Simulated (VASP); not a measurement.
Here is the system:

```
CELL_PARAMETERS angstrom
      3.21524     0.00000     0.00000
      0.00000     5.03138     0.00000
      0.00000     0.00000     5.26769
ATOMIC_POSITIONS crystal
  Mg 0.00000 0.00000 0.67369
  Mg 0.00000 0.50000 0.32595
  Mg 0.50000 0.50000 0.83072
  Cd 0.50000 0.00000 0.16965
```

All values below come from PBEsol GGA, VASP's PBE PAW potentials (set 64) (plane waves; VASP). Run with 400 eV cut-off, 11×7×7 Γ-centred mesh, tetrahedra with Blöchl corrections, potentials Mg Cd.

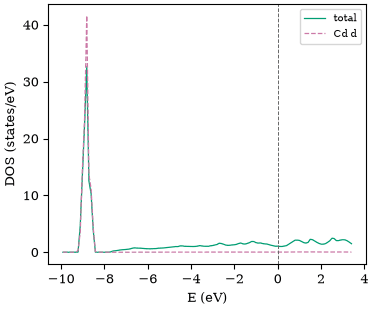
Fig. 1. Total and projected density of states, zero at the Fermi level

Within 2 eV below the Fermi level the largest weight inside VASP's projection spheres is Mg p, then Cd p.

It has no gap at this level: it comes out as a metal or semimetal.

The structure comes from a computed database's Mg3Cd entry (Pmm2); how it stands against other phases isn't given here. It was relaxed first.
